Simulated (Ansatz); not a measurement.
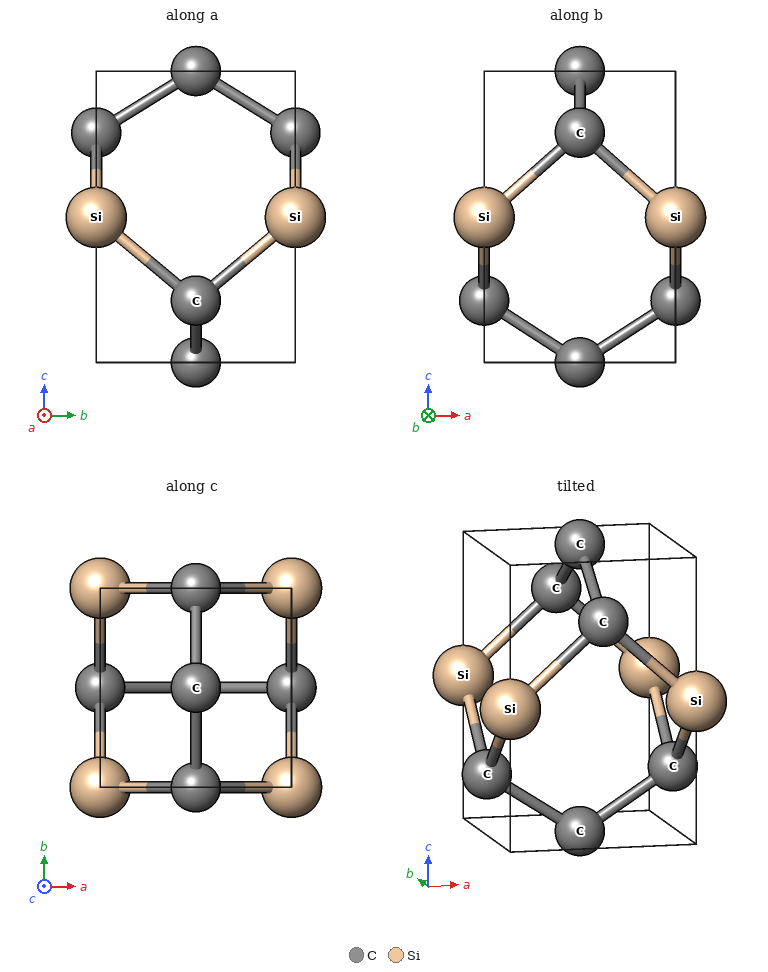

An orthographic ball-and-stick view of the structure, along the a axis, along the b axis, along the c axis and slightly off an axis. The conventional unit cell is drawn as a box.

Lattice parameters: a = 2.6868 Å, b = 2.7964 Å, c = 4.0900 Å, α = 90.000°, β = 90.000°, γ = 90.000°.

### From the views, write a CIF in P1 with every atom of the cell, with free fractional coordinates to two decimals.

```cif
data_structure
_symmetry_space_group_name_H-M 'P 1'
_symmetry_Int_Tables_number 1
_cell_length_a 2.6868
_cell_length_b 2.7964
_cell_length_c 4.0900
_cell_angle_alpha 90.000
_cell_angle_beta 90.000
_cell_angle_gamma 90.000
_cell_volume 30.73
loop_
_atom_site_label
_atom_site_type_symbol
_atom_site_fract_x
_atom_site_fract_y
_atom_site_fract_z
_atom_site_occupancy
C1 C 0.50 0.00 0.79 1
C2 C 0.50 0.50 0.00 1
C3 C 0.00 0.50 0.21 1
Si1 Si 0.00 0.00 0.50 1
```

The initial geometry was a structure type filled with these elements by a generator (whether the compound takes this form wasn't checked). The cell was then strained or its atoms displaced on purpose. Ansatz was used for an electronic-structure calculation on it.

At this level of theory the cell isn't at rest (compressed, at 12 GPa), so its distances can differ from those at equilibrium, the more so the softer the solid.
